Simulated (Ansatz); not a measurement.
**Abstraction of H: GeH2(CH3)(SeH) + C2H8NSi → GeH(CH3)(SeH) + C2H9NSi**

Species: GeH2(CH3)(SeH), singlet; C2H8NSi `CN(C)[SiH2]`, doublet; GeH(CH3)(SeH), doublet; C2H9NSi `CN(C)[SiH3]`, singlet. A radical takes H: the energy is the difference in strength between the Ge–H bond broken and the Si–H bond made.

Shapes, held fixed at every level: PBE0-D4/def2-TZVP. Flexible molecules stand in one conformer, not always the lowest. Programs: Ansatz 0.2.0. The zero-point and thermal change to 298 K, harmonic and unscaled (PBE0-D4/def2-TZVP), is +1.6 kJ/mol.

| level | kind | ΔH(298 K) (kJ/mol) |
| --- | --- | --- |
| MP2/def2-SVP | perturbation theory | -23.4 |
| MP2/def2-TZVPP | perturbation theory | -23.7 |
| HF/def2-SVP | Hartree–Fock | -29.0 |
| PBE-D4/def2-TZVPP | GGA | -21.1 |
| B3LYP-D4/def2-TZVPP | global hybrid | -27.5 |
| r2SCAN0-D4/def2-TZVPP | global hybrid | -23.3 |
| wB97M-V/def2-TZVPP | range-separated hybrid | -32.9 |

wB97M-V/def2-TZVPP gives ΔH(298 K) = -32.9 kJ/mol; the levels span -32.9 to -21.1. The median of the levels is -23.7. No measured value is set beside it here. Open shells run unrestricted. Relativity is left out for Ge, Se. Outer-core shells of Ge, Se are correlated, in sets that cover them unevenly. wB97M-V/def2-TZVPP lies outside the range of all other levels here, so it shouldn't be taken on trust.

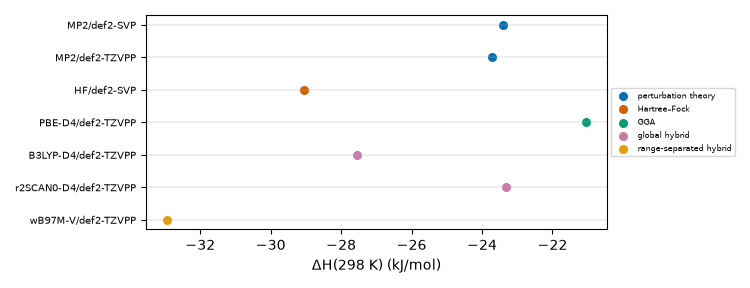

The values of the table, level by level.
